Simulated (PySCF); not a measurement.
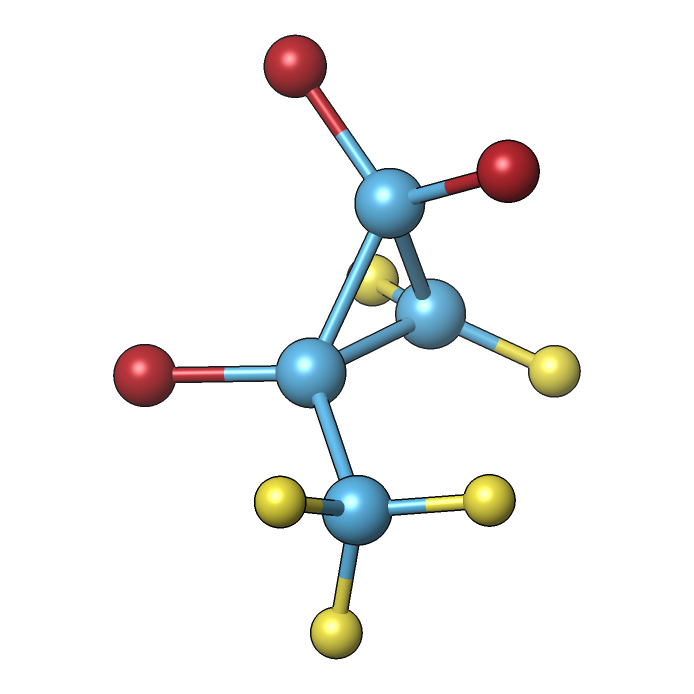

Ball-and-stick drawing of a structure. Colours: carbon blue, fluorine red, hydrogen yellow.

Give the formula.

C₄H₅F₃, 12 atoms: 4 carbon, 5 hydrogen and 3 fluorine.

Give a SMILES string for it.

C[C@]1(F)CC1(F)F

Which point group does it belong to?

C1.

Name functional groups in it.

Among them: C–F bond.

More results for the same structure follow; atom numbers are the same in all pictures, views and colours differ. Computed geometry: PBE0-D3(BJ)/def2-TZVP optimisation. No frequency run is at hand to confirm it as a minimum.

## Geometry

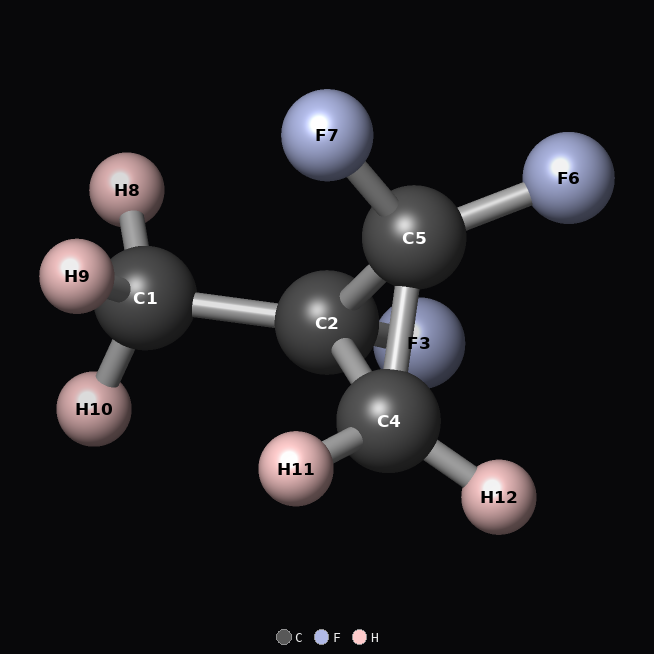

Numbered structure. No frequency run is at hand to confirm it as a minimum.

Describe the coordination of atom 1.

C1 has 4 neighbours (C2 at 1.49, H8 at 1.09, H9 at 1.09, H10 at 1.09 Å); the arrangement is tetrahedral.

Which bond is the longest?

C2–C4, 1.523 Å.

What is the dihedral angle F3–C2–C5–F7?

145° in size, that is anticlinal.

## Spin–spin coupling

No frequency run is at hand to confirm it as a minimum. Level of theory: PBE0/pcJ-2 indirect spin-spin coupling, non-relativistic, gas phase (PySCF 2.14.0). Isotopes: 13C, 19F, 1H.

Give the spin–spin coupling constants of these pairs, with the number of bonds between them: C5/F7, C5/F6, C1/F3, F3/C4, C4/F7, C4/F6, C1/F7, F3/F6, F3/H9, F3/F7, F3/H12, F6/H12.

```csv
pair,bonds apart,J (Hz)
"C5, F7",1,−357.9
"C5, F6",1,−360.8
"C1, F3",2,21.1
"F3, C4",2,11.9
"C4, F7",2,9.3
"C4, F6",2,8.2
"C1, F7",3,3.9
"F3, F6",3,−0.9
"F3, H9",3,45.7
"F3, F7",3,13.1
"F3, H12",3,23.6
"F6, H12",3,16.4
```

Density functionals are unreliable for couplings to fluorine, so those rows may be far off.

## Dipole moment

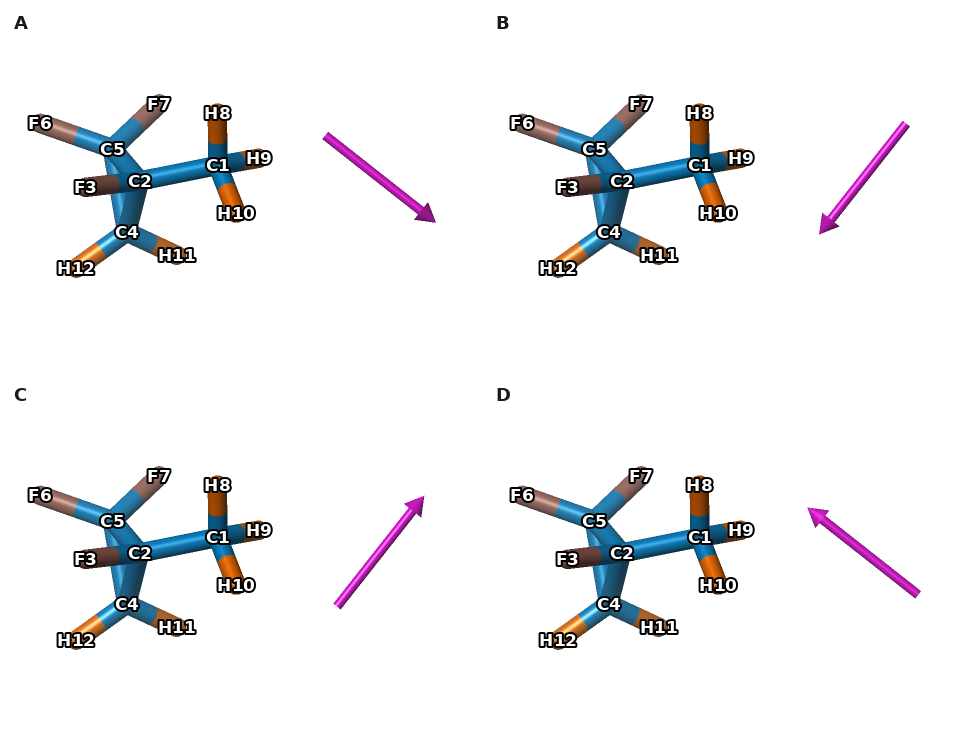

The same molecule four times, each with an arrow. No frequency run is at hand to confirm it as a minimum. Properties computed with PBE0/pcSseg-2, gas phase (PySCF 2.14.0).

Which arrow points along the dipole moment, from the negative to the positive end?

A. The dipole moment is 2.48 D; it points from the side of F6 to the side of H10 (the outermost atoms at the two ends).

## NMR shielding

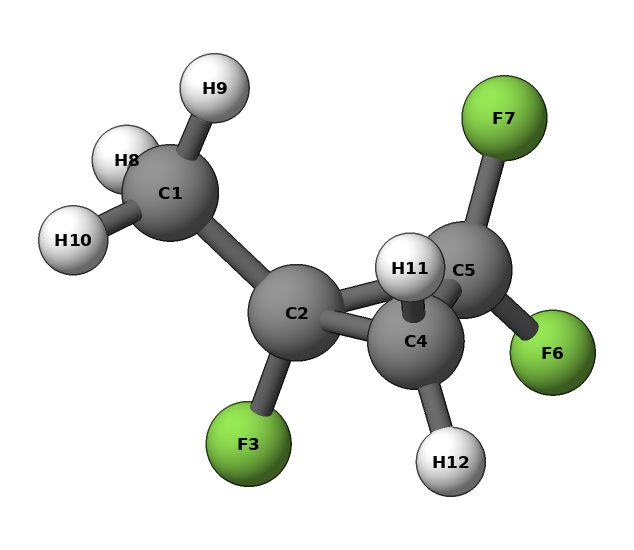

No frequency run is at hand to confirm it as a minimum. Level of theory: GIAO PBE0/pcSseg-2 NMR shielding, non-relativistic, gas phase (PySCF 2.14.0). Principal shieldings σ11 ≤ σ22 ≤ σ33, span Ω = σ33 − σ11, skew κ = 3(σiso − σ22)/Ω.

Give the shielding tensors of the F atoms.

```
atom    σ11    σ22    σ33   σiso      Ω      κ
  F3  335.2  374.2  432.9  380.8   97.7   0.20
  F6  220.1  345.3  439.1  334.8  219.0  −0.14
  F7  211.8  348.6  425.5  328.6  213.7  −0.28
```

Shieldings and span in ppm.
